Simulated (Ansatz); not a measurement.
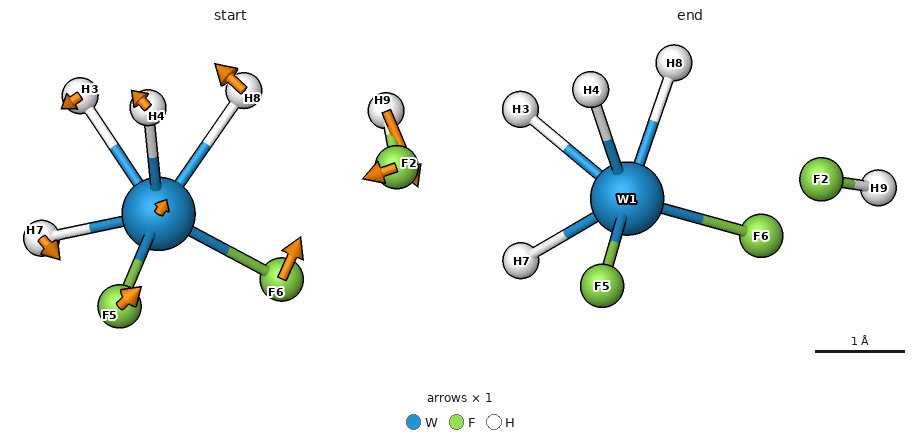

The structure of WH$_{5}$F$_{3}$ before (left) and after (right) a relaxation, at one scale. The orange arrows give the displacements, at their true length.

The picture is a ball-and-stick view, seen at a tilt.

The run prepares an end point of a later path (reaction) calculation, from a guessed geometry.

Method: Ansatz 0.2.0, RHF/def2-SVP.

The input:
```yaml
crystal:
  periodic: [false, false, false]
  atoms:
    - { symbol: W, position_ang: [-0.018385, -0.284637, -0.345395] }
    - { symbol: F, position_ang: [-0.108183, -0.688874, 2.671473] }
    - { symbol: H, position_ang: [1.324187, 0.470513, -0.956526] }
    - { symbol: H, position_ang: [0.466464, 1.074354, 0.46335] }
    - { symbol: F, position_ang: [-1.665861, 0.574685, -0.186097] }
    - { symbol: F, position_ang: [-0.108036, -2.115897, 0.048696] }
    - { symbol: H, position_ang: [0.176428, -0.329239, -2.009786] }
    - { symbol: H, position_ang: [1.345857, -0.434307, 0.662705] }
    - { symbol: H, position_ang: [0.754228, -0.804499, 2.398779] }
basis:
  gaussian: { orbitals: def2-SVP }
hamiltonian:
  xc: hf
relax:
  f_tol: 0.03
  max_steps: 50
```

Run as
```bash
ansatz run input.yaml --threads 1 --pin off --max-ram 2048MiB --backend cpu --events-out ev --progress --plain --runs-dir out
```

What changed between the two?

The energy falls by 26.5 kJ/mol in 13 accepted moves (19 points after the start). The largest force component goes from 0.56 to 0.024 eV/Å. The line search rejected the trial steps at points 2, 8, 12, 14, 15, 18 of the run. H9 moves most after the best rigid fit: 0.94 Å. Largest moves by element: H 0.94 Å, F 0.54 Å, W 0.20 Å. Some distances before and after: W1–F2 3.045 → 2.541 Å, W1–H8 1.703 → 1.662 Å, W1–F6 1.875 → 1.902 Å, W1–F5 1.865 → 1.876 Å. Bond angles that change, for instance: F5–W1–F6 112.9° → 118.7°, H3–W1–F5 122.5° → 118.6°, F5–W1–H7 101.5° → 98.7°. Cost: 46 s on 1 thread of AMD EPYC 7R43 64-Core Processor (Zen 3), with other jobs on the host, peak memory 0.2 GiB.

Limits of the set-up: Hartree-Fock leaves out electron correlation.
